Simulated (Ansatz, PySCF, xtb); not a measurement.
C2H2 (SMILES C#C) and C2H6 (SMILES CC) are pulled apart as rigid monomers along the line of their centres of mass, from the B3LYP-D3(BJ)/def2-TZVP minimum. Starting geometry (charge 0, multiplicity 1):
```xyz
12

C      0.422    -0.243    -0.581
C     -0.336     0.005     0.311
H      1.096    -0.464    -1.373
H     -1.006     0.225     1.106
C     -0.757     0.261     3.977
C      0.715    -0.142     3.954
H     -0.919     1.203     3.448
H     -1.118     0.398     4.999
H     -1.385    -0.500     3.510
H      1.073    -0.278     2.932
H      0.875    -1.081     4.488
H      1.340     0.618     4.426
```

Interaction energies with rigid monomers; basis-set methods are counterpoise corrected unless marked otherwise.

Rows in 6-31G* carry no dispersion term and start afresh at each structure (6-31G* with six Cartesian d functions). MP2/6-31G* freezes PySCF's default core.

Programs: Ansatz (Gaussian orbitals); PySCF for 6-31G* rows; xtb for the GFN methods. 

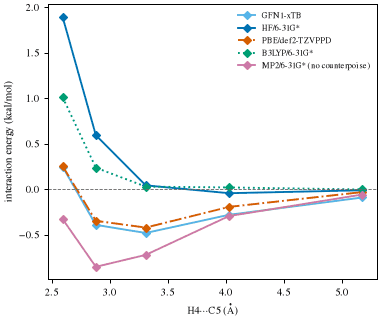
Fig. 1. Interaction energy against separation

Question: Which level binds most strongly at H4···C5 = 2.88, and by how much?

Answer: MP2/6-31G* (no counterpoise), -0.9 kcal/mol.

Ansatz is a quantum-chemistry and plane-wave program.
